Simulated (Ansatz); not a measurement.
The starting structures come from a database of crystals and need not be the phases stable at ambient conditions.

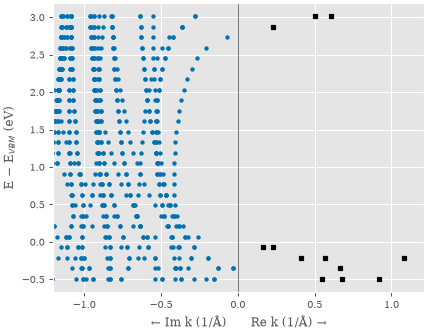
Figure. Complex bands at the centre of the two-dimensional zone; r2SCAN (Ansatz, a quantum-chemistry and plane-wave program)

No gap correction and no spin-orbit coupling; mid-gap values are interpolated between computed energies.

Problem. This is RbTl(SO₄)₂ (R32, not sure to be the ambient phase, 12 atoms a cell, 14.9 Å³ an atom) along the normal of (110). Read off the slowest decay at the centre of the two-dimensional zone at 1.33 eV, the computed energy nearest the middle of the gap.

Solution. κ ≈ 0.41 1/Å, a decay length 1/(2κ) of the density of 1.2 Å.
